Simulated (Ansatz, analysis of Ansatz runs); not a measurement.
# Can an added hole hop between S atoms in Sr2SiS4 (P2_1/m)?, part 2 of 3

Question: does an added hole stay on the S atom where it is started in Sr2SiS4 (P2_1/m), and if so, how high is the barrier for a hop to another S site nearby? Model: a cell of 56 host atoms.

Ansatz 0.2.0; plane-wave PAW DFT, PBEsol+U; relaxation of all atoms of a supercell at fixed charge in a uniform background; PAW set soft_1.

So far. Step 2 (The cell without the carrier): The largest displacement from an ideal site is 0.221 Å. The cell has lost symmetry on the way: at this sampling the host distorts without any carrier, the carrier can change that, and the distances below mix its own distortion with the host's.

### 3. The hole on the first site

The nearest neighbour or neighbours of the site start displaced and the site's starting moment is changed by the carrier's spin, since a carrier doesn't trap itself in the undistorted lattice.

Input file A.relax/input.yaml:

```yaml
crystal:
  lattice:
    - [-9.07991364, 6.54941897, 7.78169071]
    - [3.95069849, -6.54941897, 7.75074693]
    - [9.07991364, 6.54941897, -7.78169071]
  atoms:
    - { symbol: Sr, position: [0.361777, 0.124569, 0.532366] }
    - { symbol: Sr, position: [0.361795, 0.624539, 0.032381] }
    - { symbol: Sr, position: [0.861791, 0.124579, 0.032402] }
    - { symbol: Sr, position: [0.86179, 0.624557, 0.53239] }
    - { symbol: Sr, position: [0.157703, 0.375047, 0.48696] }
    - { symbol: Sr, position: [0.157733, 0.875082, 0.987008] }
    - { symbol: Sr, position: [0.657671, 0.37504, 0.986936] }
    - { symbol: Sr, position: [0.657713, 0.875055, 0.486977] }
    - { symbol: Sr, position: [0.09773, 0.324175, 0.992082] }
    - { symbol: Sr, position: [0.097741, 0.824165, 0.492087] }
    - { symbol: Sr, position: [0.597753, 0.32418, 0.492099] }
    - { symbol: Sr, position: [0.597746, 0.824158, 0.992088] }
    - { symbol: Sr, position: [0.417779, 0.175424, 0.023289] }
    - { symbol: Sr, position: [0.417798, 0.675453, 0.523317] }
    - { symbol: Sr, position: [0.917797, 0.175445, 0.523309] }
    - { symbol: Sr, position: [0.917801, 0.675461, 0.023322] }
    - { symbol: Si, position: [0.272375, 0.265753, 0.739869] }
    - { symbol: Si, position: [0.272391, 0.765782, 0.239885] }
    - { symbol: Si, position: [0.772386, 0.265778, 0.239886] }
    - { symbol: Si, position: [0.772396, 0.765797, 0.739898] }
    - { symbol: Si, position: [0.20554, 0.217695, 0.228863] }
    - { symbol: Si, position: [0.223981, 0.73383, 0.756345] }
    - { symbol: Si, position: [0.723979, 0.233839, 0.756346] }
    - { symbol: Si, position: [0.723981, 0.73383, 0.256342] }
    - { symbol: S, position: [0.392068, 0.483633, 0.812753] }
    - { symbol: S, position: [0.392048, 0.983666, 0.312741] }
    - { symbol: S, position: [0.892057, 0.483658, 0.312759] }
    - { symbol: S, position: [0.892043, 0.983682, 0.812756] }
    - { symbol: S, position: [0.07899, 0.015991, 0.158163] }
    - { symbol: S, position: [0.07898, 0.515938, 0.658132] }
    - { symbol: S, position: [0.578956, 0.015961, 0.658123] }
    - { symbol: S, position: [0.578969, 0.515951, 0.158135] }
    - { symbol: S, position: [0.185923, 0.287812, 0.831985] }
    - { symbol: S, position: [0.185915, 0.787845, 0.331978] }
    - { symbol: S, position: [0.685928, 0.287818, 0.331996] }
    - { symbol: S, position: [0.685929, 0.787844, 0.832] }
    - { symbol: S, position: [0.29403, 0.211805, 0.147827] }
    - { symbol: S, position: [0.294035, 0.711779, 0.647832] }
    - { symbol: S, position: [0.794038, 0.21179, 0.647836] }
    - { symbol: S, position: [0.794035, 0.711777, 0.147828] }
    - { symbol: S, position: [0.121772, 0.120165, 0.507604] }
    - { symbol: S, position: [0.12179, 0.620163, 0.007616] }
    - { symbol: S, position: [0.621784, 0.120172, 0.007617] }
    - { symbol: S, position: [0.6218, 0.620175, 0.507629] }
    - { symbol: S, position: [0.137327, 0.379469, 0.251361] }
    - { symbol: S, position: [0.137319, 0.879433, 0.751356] }
    - { symbol: S, position: [0.637318, 0.379447, 0.751344] }
    - { symbol: S, position: [0.637322, 0.879439, 0.251347] }
    - { symbol: S, position: [0.379086, 0.360646, 0.485025], spin: 1.0 }
    - { symbol: S, position: [0.379064, 0.860602, 0.985013] }
    - { symbol: S, position: [0.879053, 0.360621, 0.985015] }
    - { symbol: S, position: [0.879063, 0.860609, 0.485009] }
    - { symbol: S, position: [0.374254, 0.138962, 0.768161] }
    - { symbol: S, position: [0.374286, 0.639012, 0.268202] }
    - { symbol: S, position: [0.874274, 0.138995, 0.268181] }
    - { symbol: S, position: [0.874305, 0.63904, 0.768222] }
total_charge: 1
basis:
  ecutwfc: 420
  xc_grid: 2
hamiltonian:
  xc: pbesol
  hubbard:
    sites: [{ species: S, l: p, u_eff: 8.0 }]
    projectors: ortho-atomic
  pseudopotentials: { kind: paw, azcp: { folder: soft_1 }, xc_functional: pbe }
kpoints:
  mp_grid: { grid: [1, 1, 1] }
magnetization:
  spin_polarized: true
  initial_magnetization: 1
  spin_locking: { lock_magnetization: hard }
scf:
  occupations: { method: fermi_dirac, width: 0.01 }
  max_iter: 120
  lower_state_search: "off"
output:
  forces: true
relax:
  f_tol: 0.015
  max_steps: 70
  escape_saddle: false
checkpoint:
  write: "../A.relax.run"
  compress: false
  write_wavefunctions: true
  write_every: 100000
```

Run with:

```sh
$ ansatz run input.yaml --threads 4 --pin off --max-ram 9420MiB --backend cpu --events-out ev --progress --plain --runs-dir out
```

Numbers of over 12 decimals in the logs are rounded to 6 here.

Output:

```text
[...]
Crystal: 56 atoms, lattice volume = 1324.544 Å³
Basis set: ecut = 420 eV, 25865 PW (Γ), exchange–correlation on 192×150×192 points (8 copies of the dense FFT grid, shifted against one another)
Bands: 248, of which v1, the nominal top of the filled ones, is band 192 counted from 1 (191 counted from 0)
Symmetry: 1 space group operations
[...]
k-points: 1
[...]
Starting moments: Σ|m| = 1 μB on 1 of 56 sites
[...]
SCF iter   1: F=—  HF=-89146.415431 eV  |F-HF|=—  |Δ(HF+E_count)|=         —  Δρ=1.99e-2 (↑1.98e-2 ↓1.99e-2)  dr2=3.77e1  dr2_m=5.88e-2  M=1.000 μB ∫|m|=1.291 μB  β_m=0.30  ethr=3.10e-3  ⟨swp⟩=10.5  Hψ=2993  notcnv=0  defer=63
[...]
spin=Collinear: Resta preconditioning applied to the charge; magnetization (m = ρ↑ − ρ↓) channel mixes plain (no charge-response kernel on spin).
SCF iter   2: F=—  HF=-89155.479692 eV  |F-HF|=—  |Δ(HF+E_count)|=    9.06e0  Δρ=1.45e-2 (↑1.43e-2 ↓1.45e-2)  dr2=1.86e1  dr2_m=4.47e-2  M=1.000 μB ∫|m|=1.259 μB  β_m=0.65  ethr=3.10e-3  ⟨swp⟩=4.5  Hψ=822  notcnv=0  defer=100
[...]
SCF iter  70: F=-89167.386161 eV  HF=-89167.386161 eV  |F-HF|=1.84e-7  |Δ(HF+E_count)|=   3.85e-7  Δρ=1.93e-6 (↑3.36e-7 ↓1.93e-6)  dr2=5.09e-8  dr2_m=1.18e-8  M=1.000 μB ∫|m|=1.131 μB  ethr=7.22e-11  ⟨swp⟩=1.5  Hψ=1754  notcnv=0
SCF 1 converged in 70 iterations: F = -89167.386161 eV  dr2 = 5.09e-8
[...]
relax step   1: F+E_penalty+E_count = -89167.38616129 eV  Δ(F+E_penalty+E_count) = +0.000e0 eV  max|allowed force component| = 8.422e-1 eV/Å  Δτ_max = 0.0000 Å  (70 SCF iters, dr2 threshold 5.63e-6 eV, accepted)
[...]
relax step   2: F+E_penalty+E_count = -89167.77282986 eV  Δ(F+E_penalty+E_count) = -3.867e-1 eV  max|allowed force component| = 7.263e-1 eV/Å  Δτ_max = 0.1950 Å  (10 SCF iters, dr2 threshold 4.43e-5 eV, accepted)
relax step   3: F+E_penalty+E_count = -89167.89731977 eV  Δ(F+E_penalty+E_count) = -1.245e-1 eV  max|allowed force component| = 4.804e-1 eV/Å  Δτ_max = 0.0562 Å  (6 SCF iters, dr2 threshold 3.30e-5 eV, accepted)
relax step   4: F+E_penalty+E_count = -89167.92529531 eV  Δ(F+E_penalty+E_count) = -2.798e-2 eV  max|allowed force component| = 1.387e-1 eV/Å  Δτ_max = 0.0290 Å  (5 SCF iters, dr2 threshold 1.00e-4 eV, accepted)
relax step   5: F+E_penalty+E_count = -89167.93609868 eV  Δ(F+E_penalty+E_count) = -1.080e-2 eV  max|allowed force component| = 9.912e-2 eV/Å  Δτ_max = 0.0314 Å  (9 SCF iters, dr2 threshold 1.60e-6 eV, accepted)
relax step   6: F+E_penalty+E_count = -89167.94204481 eV  Δ(F+E_penalty+E_count) = -5.946e-3 eV  max|allowed force component| = 1.218e-1 eV/Å  Δτ_max = 0.0267 Å  (12 SCF iters, dr2 threshold 8.19e-7 eV, accepted)
relax step   7: F+E_penalty+E_count = -89167.94738033 eV  Δ(F+E_penalty+E_count) = -5.336e-3 eV  max|allowed force component| = 6.318e-2 eV/Å  Δτ_max = 0.0370 Å  (12 SCF iters, dr2 threshold 7.57e-6 eV, accepted)
relax step   8: F+E_penalty+E_count = -89167.95126556 eV  Δ(F+E_penalty+E_count) = -3.885e-3 eV  max|allowed force component| = 7.079e-2 eV/Å  Δτ_max = 0.0291 Å  (14 SCF iters, dr2 threshold 1.07e-6 eV, accepted)
relax step   9: F+E_penalty+E_count = -89167.95749288 eV  Δ(F+E_penalty+E_count) = -6.227e-3 eV  max|allowed force component| = 1.101e-1 eV/Å  Δτ_max = 0.0819 Å  (16 SCF iters, dr2 threshold 1.35e-6 eV, accepted)
relax step  10: F+E_penalty+E_count = -89167.96174601 eV  Δ(F+E_penalty+E_count) = -4.253e-3 eV  max|allowed force component| = 1.269e-1 eV/Å  Δτ_max = 0.0819 Å  (15 SCF iters, dr2 threshold 1.21e-5 eV, accepted)
relax step  11: F+E_penalty+E_count = -89167.96612129 eV  Δ(F+E_penalty+E_count) = -4.375e-3 eV  max|allowed force component| = 6.501e-2 eV/Å  Δτ_max = 0.0339 Å  (5 SCF iters, dr2 threshold 1.61e-5 eV, accepted)
relax step  12: F+E_penalty+E_count = -89167.83739556 eV  Δ(F+E_penalty+E_count) = +1.287e-1 eV  max|allowed force component| = 7.835e-1 eV/Å  Δτ_max = 0.1655 Å  (14 SCF iters, dr2 threshold 1.11e-6 eV, rejected (line search))
relax step  13: F+E_penalty+E_count = -89167.96788456 eV  Δ(F+E_penalty+E_count) = -1.763e-3 eV  max|allowed force component| = 2.240e-2 eV/Å  Δτ_max = 0.0179 Å  (14 SCF iters, accepted)
relax step  14: F+E_penalty+E_count = -89167.96817477 eV  Δ(F+E_penalty+E_count) = -2.902e-4 eV  max|allowed force component| = 3.196e-2 eV/Å  Δτ_max = 0.0242 Å  (13 SCF iters, accepted)
SCF iter   1: F=—  HF=-89167.967304 eV  |F-HF|=—  |Δ(HF+E_count)|=         —  Δρ=1.87e-4 (↑1.00e-4 ↓1.87e-4)  dr2=7.61e-4  dr2_m=9.53e-5  M=1.000 μB ∫|m|=1.106 μB  β_m=0.30  ethr=2.00e-6  ⟨swp⟩=6.5  Hψ=1427  notcnv=0  defer=99
[...]
SCF iter  11: F=-89167.968551 eV  HF=-89167.968551 eV  |F-HF|=4.64e-9  |Δ(HF+E_count)|=   1.29e-6  Δρ=4.08e-7 (↑3.22e-7 ↓4.08e-7)  dr2=7.08e-9  dr2_m=7.26e-10  M=1.000 μB ∫|m|=1.106 μB  ethr=3.97e-12  ⟨swp⟩=2.0  Hψ=2386  notcnv=0
SCF 15 converged in 11 iterations: F = -89167.968551 eV  dr2 = 7.08e-9
relax step  15: F+E_penalty+E_count = -89167.96855054 eV  Δ(F+E_penalty+E_count) = -3.758e-4 eV  max|allowed force component| = 7.893e-3 eV/Å  Δτ_max = 0.0092 Å  (11 SCF iters, accepted)
NSCF: frozen V_eff on 1 k-points
[...]
SCF converged after 11 iterations
Stability checked in part: among states of this total moment the steps that led to this state did not find it unstable. No probe was made; neither looks for a lower state of another moment (fixed_total_moment; see scf.lower_state_search)
Magnetization: 1.0000 μB (192.0000 up, 191.0000 down)
Absolute magnetization: 1.1044 μB (∫|ρ↑−ρ↓|, with the PAW one-centre terms)
[...]
Per-site moments (μB) at R_I (Å): [(0.00563106, 1.177797), (-6.731041545815179e-6, 1.187890), (0.000314427, 1.197027), [... 53 left out ...]
Free energy (F): -89167.968551 eV
[...]
Internal energy: -89167.968551 eV  (E = F + TS)
E sigma→0 (E₀):  -89167.968551 eV
Fermi energy:    5.468375 (↑ 6.091846, ↓ 5.465225) eV
[...]
--- Forces (eV/Å), atoms counted from 1 ---
  atom   1  Sr    -0.00054413    -0.00104562    -0.00789296
  atom   2  Sr     0.00289366    -0.00066037    -0.00184884
  atom   3  Sr    -0.00213780    -0.00008592    -0.00006370
  [... 1 atom left out ...]
  atom   5  Sr    -0.00029532     0.00108322    -0.00105871
  [... 3 atoms left out ...]
  atom   9  Sr     0.00115705     0.00016826     0.00178203
  [... 4 atoms left out ...]
  atom  14  Sr    -0.00246668    -0.00364805     0.00116571
  [... 6 atoms left out ...]
  atom  21  Si    -0.00593138     0.00265671    -0.00243542
  [... 7 atoms left out ...]
  atom  29  S      0.00218434     0.00117021     0.00043164
  [... 7 atoms left out ...]
  atom  37  S      0.00081206    -0.00146662    -0.00064562
  atom  38  S     -0.00182051    -0.00072151     0.00060727
  [... 6 atoms left out ...]
  atom  45  S      0.00671044    -0.00389622     0.00095829
  [... 3 atoms left out ...]
  atom  49  S     -0.00129377    -0.00017175     0.00070697
  [... 7 atoms left out ...]
  max |Σ_I F_I| component: 2.10e-5 eV/Å
--- Band table (eV) ---
[...]
Occupation matrices written to <dir>
--- Relaxed structure (15 steps of the walk, 14 accepted, 0 SCFs on fresh bases) ---
  F+E_penalty+E_count = -89167.96855054 eV   max|allowed force component| = 7.893e-3 eV/Å
  atoms:
    - { symbol: Sr, position: [0.369852, 0.119598, 0.549466] }
    - { symbol: Sr, position: [0.362596, 0.622530, 0.029776] }
    - { symbol: Sr, position: [0.858857, 0.123325, 0.030129] }
    [... 1 atom left out ...]
    - { symbol: Sr, position: [0.150816, 0.372020, 0.486691] }
    [... 3 atoms left out ...]
    - { symbol: Sr, position: [0.095711, 0.327628, 0.987966] }
    [... 4 atoms left out ...]
    - { symbol: Sr, position: [0.413714, 0.703276, 0.523045] }
    [... 6 atoms left out ...]
    - { symbol: Si, position: [0.211280, 0.221503, 0.236137] }
    [... 7 atoms left out ...]
    - { symbol: S, position: [0.070139, 0.012139, 0.148751] }
    [... 7 atoms left out ...]
    - { symbol: S, position: [0.281330, 0.206288, 0.131398] }
    - { symbol: S, position: [0.294068, 0.706769, 0.646840] }
    [... 6 atoms left out ...]
    - { symbol: S, position: [0.147183, 0.387379, 0.264696] }
    [... 3 atoms left out ...]
    - { symbol: S, position: [0.377100, 0.339256, 0.471207] }
    [... 7 atoms left out ...]
```

The job ended after 8.1 min (4 threads of Arm Neoverse V2, shared host; peak memory 2.2 GiB).

Step by step:

```tsv
step	energy less that of the first step (eV)	largest force component (eV/Å)
1	0.0000	0.8422
2	-0.3867	0.7263
3	-0.5112	0.4804
4	-0.5391	0.1387
5	-0.5499	0.0991
6	-0.5559	0.1218
7	-0.5612	0.0632
8	-0.5651	0.0708
9	-0.5713	0.1101
10	-0.5756	0.1269
11	-0.5800	0.0650
12	-0.4512	0.7835
13	-0.5817	0.0224
14	-0.5820	0.0320
15	-0.5824	0.0079
```

Relaxation step 12 was tried and not accepted.

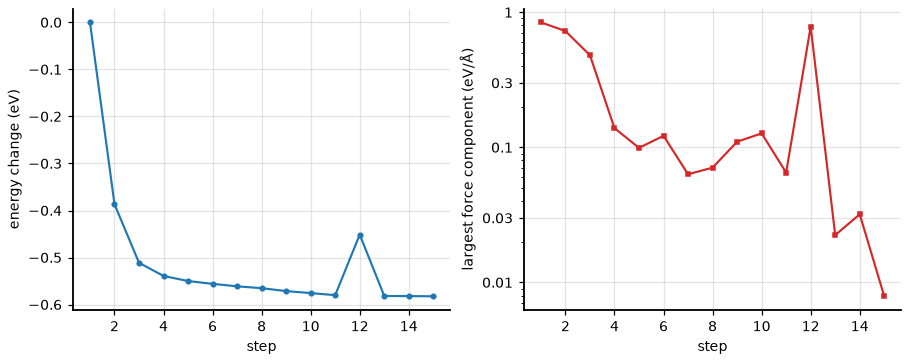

Energy and largest force along the relaxation.

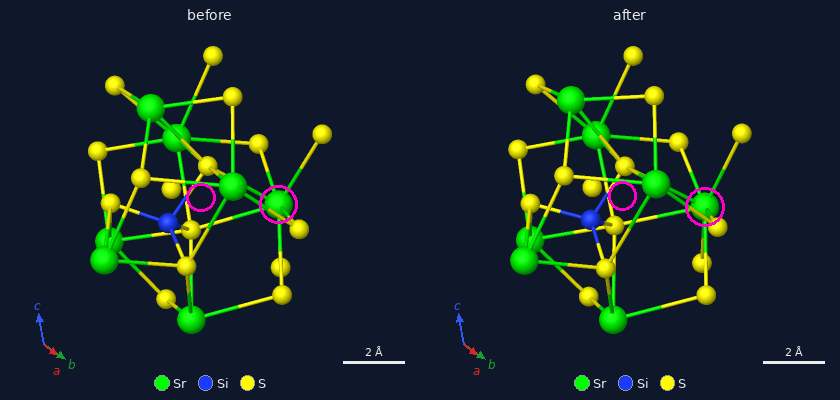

Before and after: the atoms that start within 5 Å of the centre. Sr14, which moves most, is ringed if it is among them. A ring with no atom in it marks the empty centre. Bonds to atoms that aren't drawn are left out.

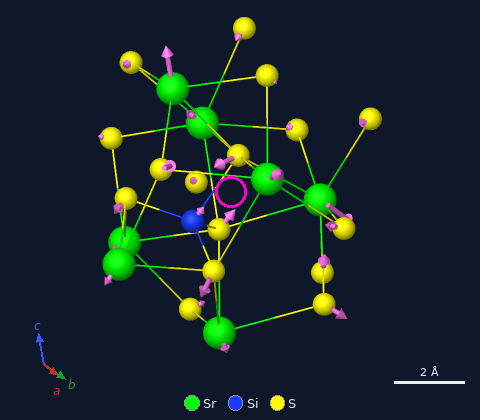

Displacements in the relaxation near the centre, exaggerated; the longest in the cell stands for 0.32 Å. A ring marks the centre wherever it is empty. Bonds to atoms that aren't drawn are left out.

The atoms that moved most (Å):

```tsv
atom	dx	dy	dz	length
Sr14	0.145	-0.211	0.186	0.316
Sr1	0.062	0.197	-0.109	0.234
Sr11	-0.096	0.175	0.072	0.212
S49	-0.192	0.037	-0.074	0.209
S26	0.173	-0.107	0.027	0.205
S37	-0.056	-0.155	-0.014	0.165
S34	-0.013	0.134	-0.013	0.135
S54	0.006	-0.032	0.123	0.128
```

The moves above count from the input, in which the site's nearest neighbours were already displaced; the distances below compare with the cell without the carrier.

Distances from S49 without and with the hole:

```tsv
atom	without (Å)	with (Å)
Si21	2.09	2.19
Sr1	2.93	3.04
Sr11	3.01	3.10
Sr5	3.06	3.26
```

The largest changes of the moments are 0.49 μB on S49, 0.02 μB on S45 and 0.01 μB on S26. The largest part sits on the chosen site.

### 4. The hole on the second site

The same start is made on the second site, to get the end of the hop.

Input file B.relax/input.yaml:

```yaml
crystal:
  lattice:
    - [-9.07991364, 6.54941897, 7.78169071]
    - [3.95069849, -6.54941897, 7.75074693]
    - [9.07991364, 6.54941897, -7.78169071]
  atoms:
    - { symbol: Sr, position: [0.361777, 0.124569, 0.532366] }
    - { symbol: Sr, position: [0.361795, 0.624539, 0.032381] }
[... 2 atom lines left out ...]
    - { symbol: Sr, position: [0.157703, 0.375047, 0.48696] }
[... 8 atom lines left out ...]
    - { symbol: Sr, position: [0.417798, 0.675453, 0.523317] }
[... 6 atom lines left out ...]
    - { symbol: Si, position: [0.235314, 0.217695, 0.258637] }
[... 7 atom lines left out ...]
    - { symbol: S, position: [0.07899, 0.015991, 0.158163] }
[... 15 atom lines left out ...]
    - { symbol: S, position: [0.137327, 0.379469, 0.251361], spin: 1.0 }
[... 3 atom lines left out ...]
    - { symbol: S, position: [0.379086, 0.360646, 0.485025] }
[... 6 atom lines left out ...]
    - { symbol: S, position: [0.874305, 0.63904, 0.768222] }
total_charge: 1
basis:
  ecutwfc: 420
  xc_grid: 2
hamiltonian:
  xc: pbesol
  hubbard:
    sites: [{ species: S, l: p, u_eff: 8.0 }]
    projectors: ortho-atomic
  pseudopotentials: { kind: paw, azcp: { folder: soft_1 }, xc_functional: pbe }
kpoints:
  mp_grid: { grid: [1, 1, 1] }
magnetization:
  spin_polarized: true
  initial_magnetization: 1
  spin_locking: { lock_magnetization: hard }
scf:
  occupations: { method: fermi_dirac, width: 0.01 }
  max_iter: 120
  lower_state_search: "off"
output:
  forces: true
relax:
  f_tol: 0.015
  max_steps: 70
  escape_saddle: false
checkpoint:
  write: "../B.relax.run"
  compress: false
  write_wavefunctions: true
  write_every: 100000
```

Output:

```text
[...]
Crystal: 56 atoms, lattice volume = 1324.544 Å³
Basis set: ecut = 420 eV, 25865 PW (Γ), exchange–correlation on 192×150×192 points (8 copies of the dense FFT grid, shifted against one another)
Bands: 248, of which v1, the nominal top of the filled ones, is band 192 counted from 1 (191 counted from 0)
Symmetry: 1 space group operations
[...]
k-points: 1
[...]
Starting moments: Σ|m| = 1 μB on 1 of 56 sites
[...]
SCF iter   1: F=—  HF=-89146.516403 eV  |F-HF|=—  |Δ(HF+E_count)|=         —  Δρ=2.00e-2 (↑1.99e-2 ↓2.00e-2)  dr2=3.79e1  dr2_m=5.91e-2  M=1.000 μB ∫|m|=1.255 μB  β_m=0.30  ethr=3.10e-3  ⟨swp⟩=10.0  Hψ=3045  notcnv=0  defer=64
[...]
F+E_penalty+E_count = -89167.99625475 eV   max|allowed force component| = 1.124e-2 eV/Å
  atoms:
    - { symbol: Sr, position: [0.365022, 0.128455, 0.536306] }
    - { symbol: Sr, position: [0.362882, 0.623549, 0.032001] }
    - { symbol: Sr, position: [0.851034, 0.113756, 0.026006] }
    [... 1 atom left out ...]
    - { symbol: Sr, position: [0.157004, 0.374811, 0.497320] }
[...]
- { symbol: Sr, position: [0.085362, 0.313616, 0.964671] }
[...]
- { symbol: Sr, position: [0.431523, 0.696099, 0.539405] }
[...]
- { symbol: Si, position: [0.220261, 0.225946, 0.246854] }
[...]
- { symbol: S, position: [0.071163, 0.017315, 0.150820] }
    [... 7 atoms left out ...]
    - { symbol: S, position: [0.277866, 0.210460, 0.131038] }
    - { symbol: S, position: [0.290272, 0.706912, 0.642947] }
    [... 6 atoms left out ...]
    - { symbol: S, position: [0.140838, 0.395356, 0.265538] }
    [... 3 atoms left out ...]
    - { symbol: S, position: [0.369860, 0.365713, 0.477217] }
    [... 7 atoms left out ...]
[key lines of the parts left out:]
SCF converged after 12 iterations
Magnetization: 1.0000 μB (192.0000 up, 191.0000 down)
Free energy (F): -89167.996255 eV
Fermi energy:    5.333201 (↑ 6.067650, ↓ 5.329222) eV
```

Run time: 4.1 min. Hardware: 4 threads; peak memory 2.2 GiB.

Distances from S45 without and with the hole:

```tsv
atom	without (Å)	with (Å)
Si21	2.10	2.24
Sr3	2.92	3.11
Sr9	3.01	3.37
S49	3.24	3.09
Sr5	3.10	3.16
Sr14	3.10	3.18
```

The largest changes of the moments are 0.50 μB on S45, 0.05 μB on S49 and 0.02 μB on S51. The largest part sits on the chosen site.

(Part 2 of 3 ends here.)

[Logs are printed without paths, hosts, clocks, repeated set-up lines and the standing remarks that a program may print on its own settings, such as how far it seeks lower states.]

[Hosts, paths, dates, database ids (printed as entryN), source tags and the programs' standing remarks are cut or masked in the printed files.]
